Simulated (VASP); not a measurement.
Here is the system:

```
CELL_PARAMETERS angstrom
      0.00000     2.10984     2.10984
      2.10984     0.00000     2.10984
      2.10984     2.10984     0.00000
ATOMIC_POSITIONS crystal
  Co 0.00000 0.00000 0.00000
  C  0.25000 0.25000 0.25000
```

All values below come from PBEsol GGA, VASP's PBE PAW potentials (set 64) (plane waves; VASP). Run with 520 eV cut-off, 17×17×17 Γ-centred mesh, tetrahedra with Blöchl corrections, potentials Co C.

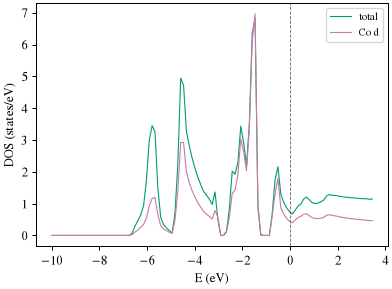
Fig. 1. Total and projected density of states, zero at the Fermi level

Within 2 eV below the Fermi level the largest weight inside VASP's projection spheres is Co d.

It has no gap at this level: it comes out as a metal or semimetal.

The structure was generated: CoC was put into the zinc blende type (F-43m), which need not be its known phase. It was relaxed first, which changed the volume by -26 %. The run is not spin-polarised, so no magnetic state was tried. The electron count is odd and the run is not spin-polarised, which forces a metal.
